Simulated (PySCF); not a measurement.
System: C8H16N2 (SMILES C=CN(CCC)N=C(C)C).

Input

```
{"job": {"kind": "nmr", "xc": "PBE0", "basis": "pcSseg-1"}, "charge": 0, "multiplicity": 1}
C     -0.696133     2.341716    -0.238217
C     -0.029149     1.403408    -0.907739
N      0.089026     0.069264    -0.579367
C      1.389721    -0.546465    -0.758315
C      2.412904    -0.087728     0.284968
C      3.756330    -0.776703     0.090604
N     -0.648526    -0.550898     0.394732
C     -1.919289    -0.514233     0.412322
C     -2.587865    -1.251129     1.530934
C     -2.816480     0.166037    -0.578349
H     -1.178797     2.140200     0.701957
H     -0.747804     3.348276    -0.609714
H      0.517614     1.656070    -1.808973
H      1.745744    -0.304642    -1.764413
H      1.251785    -1.627656    -0.685422
H      2.014980    -0.313660     1.275671
H      2.535968     0.995348     0.211450
H      4.166044    -0.545093    -0.890491
H      4.467563    -0.448534     0.844644
H      3.645470    -1.855902     0.169127
H     -3.226907    -2.038210     1.132995
H     -1.841659    -1.692369     2.184486
H     -3.213572    -0.569833     2.106354
H     -2.403045     0.058216    -1.581169
H     -2.892913     1.236325    -0.378931
H     -3.812055    -0.269192    -0.545869
```

Launched as:

```sh
OMP_NUM_THREADS=1 python probes_run.py task.json out
```

Geometry: GFN2-xTB.

Method: PySCF 2.14.0, PBE0/pcSseg-1, SCF density, gas phase, non-relativistic.

Predict the electron density and electron localisation function between the atoms.

C–N (1.27 Å): ρ at the midpoint is about 2.8 e/Å³; the ELF peaks at about 0.90 between the atoms; a multiple bond.
N–N (1.37 Å): ρ at the midpoint is about 2.4 e/Å³; the ELF peaks at about 0.90 between the atoms; a covalent bond.
C–H (1.09 Å): ρ is about 2 e/Å³ halfway; the ELF climbs to about 1 towards the hydrogen, as it does in any bond to H: an ordinary covalent bond to hydrogen.

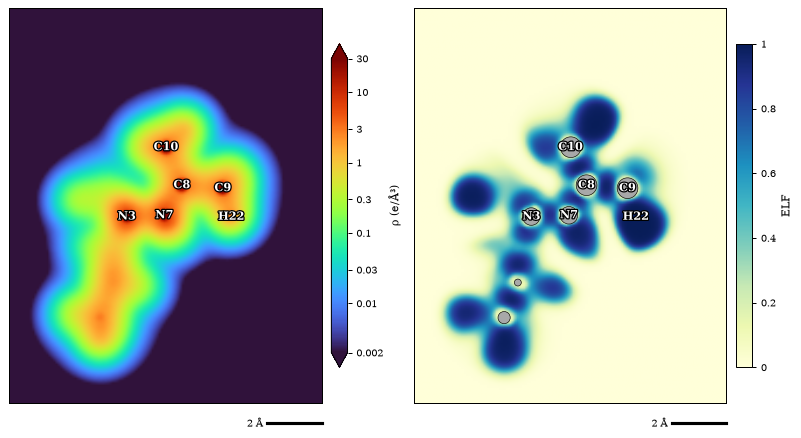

Computed electron density and electron localisation function on the plane of atoms C9, C8 and C10, in this order. Grey discs cover the atomic cores in the ELF map. 
